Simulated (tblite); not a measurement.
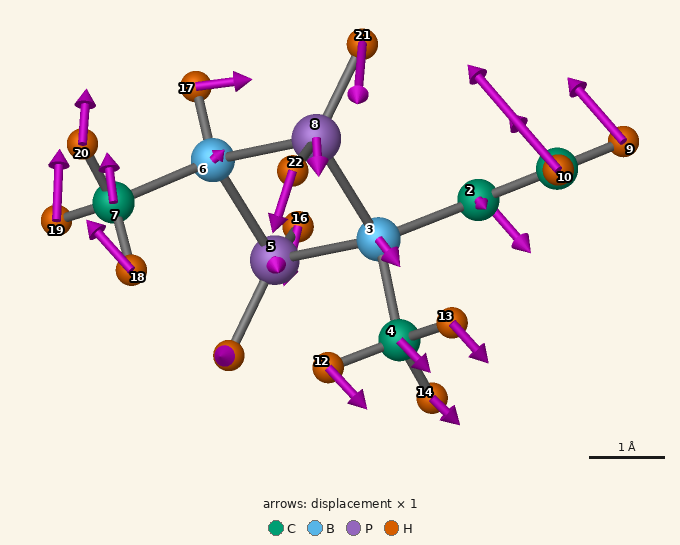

This is a relaxation of C$_{4}$H$_{14}$B$_{2}$P$_{2}$. The starting structure is drawn; purple arrows show the displacements, at their true length. The two geometries are superimposed by the best rigid fit.

Style: ball-and-stick. Shown at a tilt.

Computed with GFN2-xTB geometry optimisation, gas phase (tblite). 

**Atoms of which element are displaced furthest, and by how much?**

Hydrogen: up to 2.06 Å, against 1.10 Å for carbon.

**What happened in the run?**

The atom that moves furthest after the best rigid fit is an H atom (2.06 Å). By element the largest moves are H 2.06 Å, C 1.10 Å, P 0.58 Å, B 0.51 Å. Some distances before and after: B–P 1.890 → 1.994 Å, B–P 1.887 → 1.970 Å, C–H 1.125 → 1.089 Å, H–P 1.418 → 1.390 Å. Among the angles between lasting bonds that change: H–P–H 117.1° → 95.8°, P–B–P 99.0° → 85.5°, B–P–H 113.0° → 125.1°. Groups turn about B–C by about 70°. The energy falls by 103.0 kJ/mol in 275 geometry steps. Cost: 2.2 s on 1 thread of Arm Neoverse V2, on a shared host.
